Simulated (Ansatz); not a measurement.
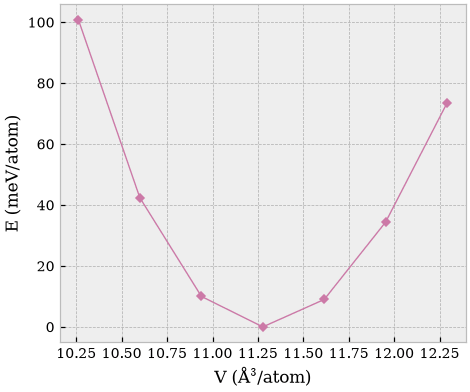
Fig. 1. NbC (rock salt, space group No. 225) under volume change, DFT-PBE in the program Ansatz with PAW potentials, scaled uniformly.

Q: What does a third-order Birch–Murnaghan fit give for V₀, B₀ and B′?

A: V₀ = 11.28 Å³/atom, B₀ = 300 GPa, B′ = 4.2.

Space group Fm-3m (rock salt). The PBE relaxation kept the symmetry of its start; phonons on a q-mesh show no instability. The run is not spin-polarised.

Potentials: the later of the program's two PAW sets.
